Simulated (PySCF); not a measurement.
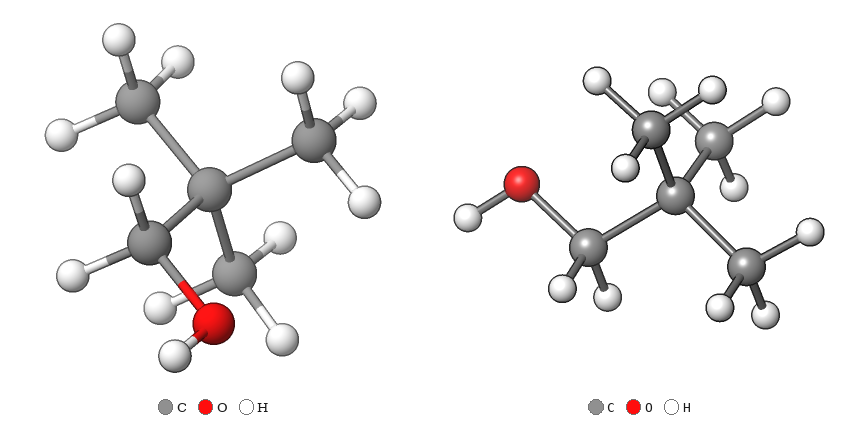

Both panels show the same species.

**Give the formula.**

C₅H₁₂O, 18 atoms: 5 carbon, 12 hydrogen and 1 oxygen.

**How many bonds of each kind are drawn?**

11 C–H, 4 C–C, 1 C–O, 1 O–H.

**What is the point group of this geometry?**

Cs.

**Name some functional groups or characteristic bonds that it holds.**

Among them: alcohol.

More results for the same structure follow; atom numbers are the same in all pictures, views and colours differ. The computed structure is the end point of a PBE0-D3(BJ)/def2-SVP optimisation. No frequency run is at hand to confirm it as a minimum.

**Geometry**

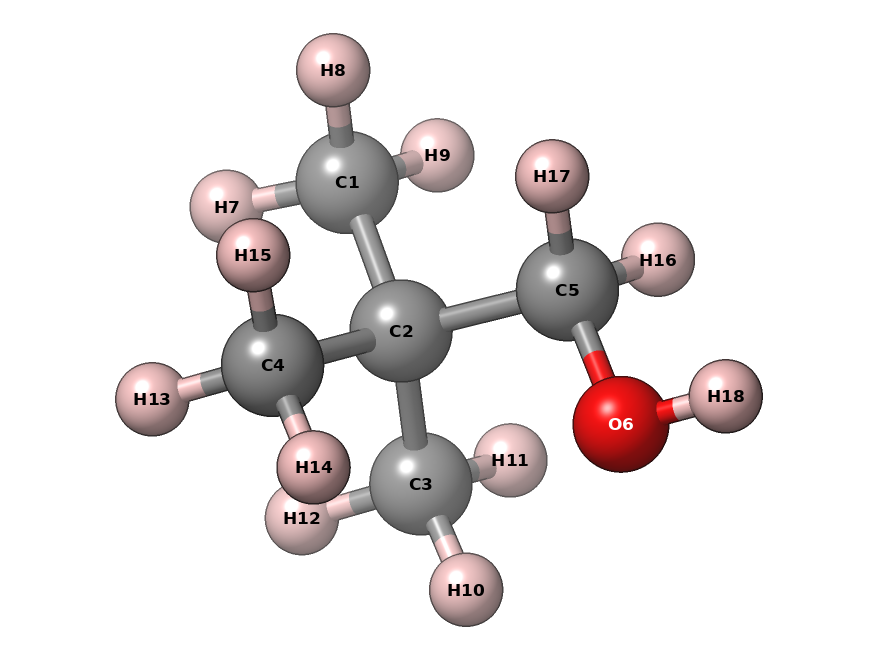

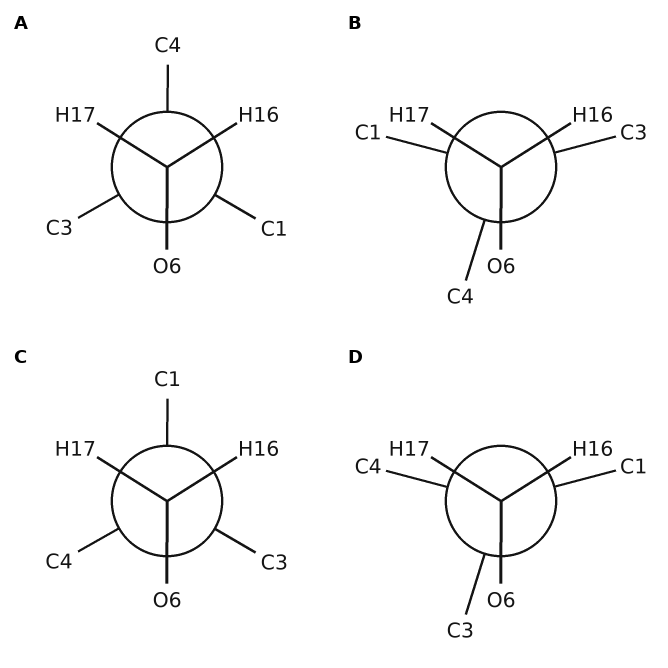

Distant atoms are faded towards the background colour. Bonds that would overlap in a projection are set slightly apart. No frequency run is at hand to confirm it as a minimum.

**Which Newman projection shows the view along C5–C2, with C5 in front?**

C. The torsion angle O6–C5–C2–C1 is 180°, antiperiplanar (anti).

**Levels of theory compared**

No frequency run is at hand to confirm it as a minimum. Program: PySCF 2.14.0.

At this fixed geometry, give dipole (D), HOMO energy (eV) at these levels: PBE0/6-311+G(2d,p); PBE0/6-31G; PBE0/6-31G*; PBE0/STO-3G; PBE0/def2-SVP; PBE0/def2-TZVP.

```
             level  dipole (D)  HOMO energy (eV)
PBE0/6-311+G(2d,p)        1.44             −7.83
        PBE0/6-31G        1.74             −7.46
       PBE0/6-31G*        1.46             −7.45
       PBE0/STO-3G        1.23             −4.00
     PBE0/def2-SVP        1.47             −7.59
    PBE0/def2-TZVP        1.43             −7.79
```

**NMR shielding**

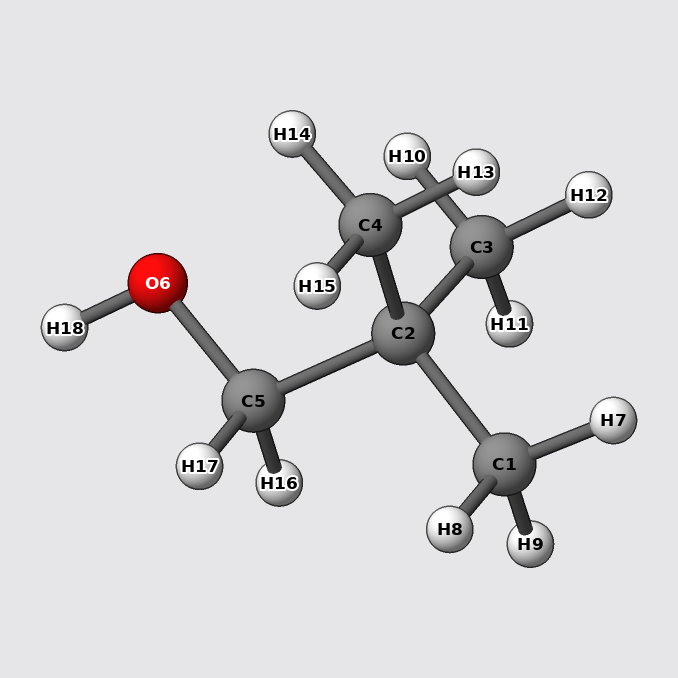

The questions are on isotropic NMR shieldings of the H atoms. No frequency run is at hand to confirm it as a minimum. Level of theory: GIAO PBE0/6-31G* NMR shielding, non-relativistic, gas phase (PySCF 2.14.0).

**Which H atom is the most shielded (lowest chemical shift)?**

H18 (32.16 ppm).

**Which H atom is the least shielded (highest chemical shift)?**

H16, H17 (28.54 ppm).

**How wide is the range of H shifts?**

3.62 ppm.

List the isotropic NMR shieldings of the H atoms.

```
atom  σ (ppm)
  H7    30.95
  H8    31.23
  H9    31.23
 H10    30.11
 H11    31.28
 H12    31.22
 H13    31.22
 H14    30.12
 H15    31.28
 H16    28.54
 H17    28.54
 H18    32.16
```

**Bond orders**

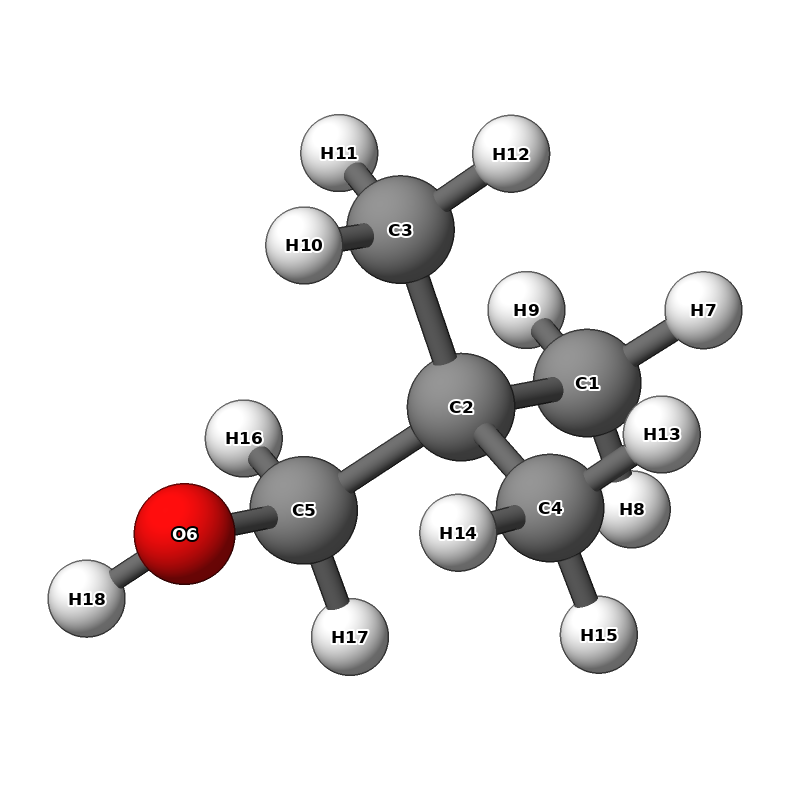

The thickness of each stick grows with its Mayer bond order. No frequency run is at hand to confirm it as a minimum. Computed with PBE0/6-31G (PySCF 2.14.0).

List the Mayer bond orders of C1–C2, C1–H7, C1–H8, C2–C3, C2–C5, C3–H11, C3–H12, C3–H10, C4–H15, C5–O6, C5–H16, O6–H18 (one bond of each equivalent set). Atoms whose distances differ by more than 0.02 Å in this geometry are listed apart.

```
  bond  Mayer order  length (Å)
 C1–C2         0.95       1.528
 C1–H7         0.94       1.101
 C1–H8         0.94       1.102
 C2–C3         0.96       1.530
 C2–C5         0.94       1.529
C3–H11         0.94       1.102
C3–H12         0.94       1.102
C3–H10         0.93       1.099
C4–H15         0.94       1.102
 C5–O6         0.86       1.404
C5–H16         0.92       1.110
O6–H18         0.80       0.961
```

**Charges**

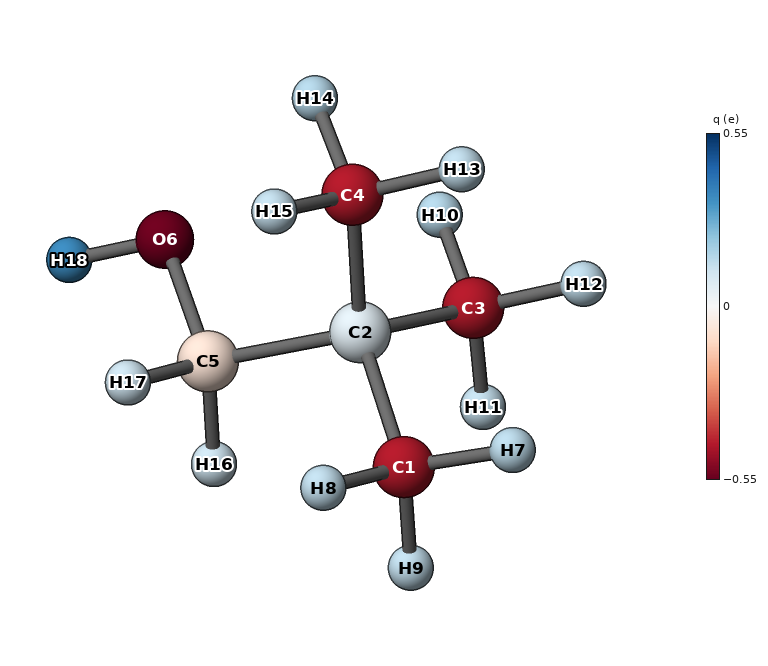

Atoms are coloured by their IAO charges. No frequency run is at hand to confirm it as a minimum. Level of theory: PBE0/6-31G, gas phase (PySCF 2.14.0).

List the IAO charges.

| atom | value (e) |
| --- | --- |
| C1 | −0.43 |
| C2 | 0.06 |
| C3 | −0.43 |
| C4 | −0.43 |
| C5 | −0.08 |
| O6 | −0.53 |
| H7 | 0.14 |
| H8 | 0.14 |
| H9 | 0.14 |
| H10 | 0.16 |
| H11 | 0.13 |
| H12 | 0.14 |
| H13 | 0.14 |
| H14 | 0.16 |
| H15 | 0.13 |
| H16 | 0.11 |
| H17 | 0.11 |
| H18 | 0.35 |
